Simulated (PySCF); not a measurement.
Vertical excitations of a molecule C₄H₅FO from TDDFT-LC-ωPBE/def2-SVPD (PySCF 2.14.0), as energy in eV (oscillator strength): 6.36 (0.179), 6.46 (0.007), 6.69 (0.003), 7.53 (0.003), 7.70 (0.000), 8.14 (0.010), 8.24 (0.020), 8.86 (0.018). Lowest triplet (TDA): 3.76 eV. The structure is a stationary point at r2SCAN-D4/def2-SVP. The geometry has at least one imaginary mode, so it is a saddle point at that level. One conformer was computed; it need not be the lowest.

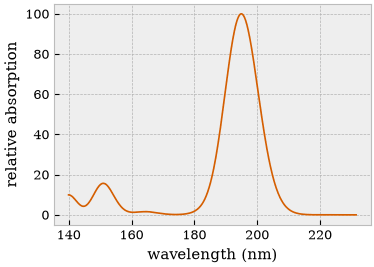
The lines broadened by 0.4 eV.

Question: Which molecule gave these data?
A) C[C@@H]1OC=C1F
B) FC1=COCC1
C) C[C@@]1(F)C=CO1
D) F[C@@H]1C=COC1

Answer: B, FC1=COCC1
